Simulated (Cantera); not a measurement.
A closed system holds: 1 mol B2H6, 0.99 mol N2, at 36.0 Pa.

Equilibrium computed with Cantera from the NASA thermochemical tables; the gas is ideal and each condensed phase is pure. Candidate condensed phases: B, BN; 15 gas species. The feed counts by its element totals alone. Mutual solubility and eutectic melting of coexisting phases are not modelled. The tables' values for BH2 are old estimates; treat these amounts as uncertain. The numbers say what is thermodynamically allowed, not how fast it happens.

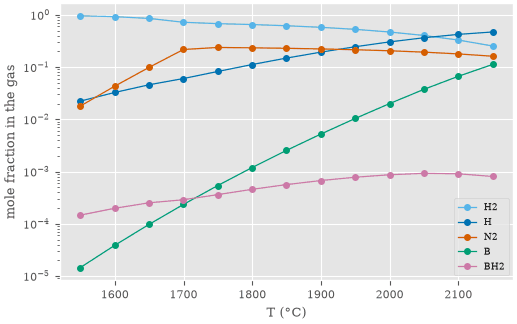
*Equilibrium gas composition (values under 1e-9 drawn at 1e-9)*

**Question.** Read off the mole fractions at 2100 °C.

**Answer.** H about 0.42, H2 about 0.33, N2 about 0.18, B about 0.067, BH2 about 0.00091.
